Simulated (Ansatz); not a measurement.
Results of BLYP (PAW; Ansatz, a program for electronic structure) for cubic perovskite BaLiF₃.

Run with plane-wave cutoff 520 eV, 8×8×8 k mesh, Fermi–Dirac smearing 0.01 eV, scalar-relativistic PAW data made under PBE.

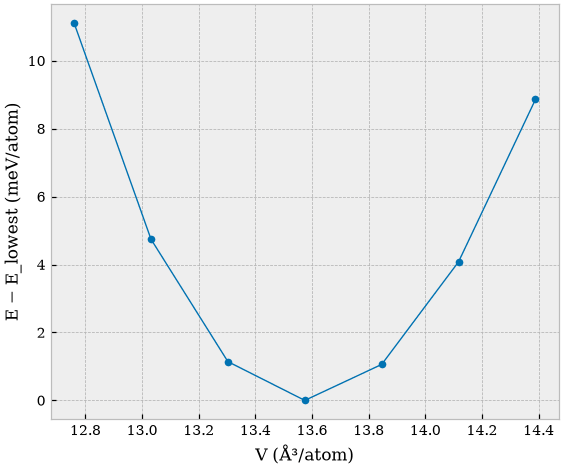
Figure: Total energy against volume

**Question.** From the curve, estimate the equilibrium volume and the bulk modulus.

**Answer.** V0 ≈ 13.6 Å³/atom and B0 ≈ 65 GPa; the fit gives V0 = 13.574 Å³/atom, B0 = 64.8 GPa, B′ = 4.6.

Note: the relaxation could not lower the start's symmetry, so the cell can be a saddle point above a distorted one.

Spin–orbit coupling is not included.

Static lattice: no zero-point or thermal effects.

Computing time: around 40 core-seconds (rough).
